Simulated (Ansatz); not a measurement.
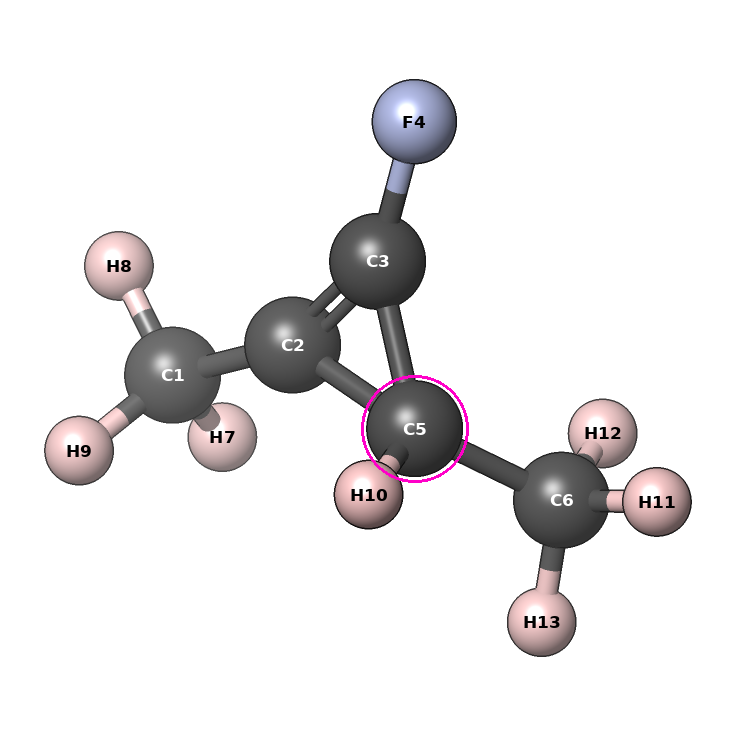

Distant atoms are faded towards the background colour. Circles mark the stereogenic atoms. The geometry was computed by an optimisation with PBE-D4/def2-SVP. No frequency run is at hand to confirm it as a minimum.

Q: Give the R/S and E/Z labels.

A: C5: R (priorities C3 > C2 > C6 > H10).

Q: Give a SMILES with the stereochemistry.

A: CC1=C(F)[C@@H]1C
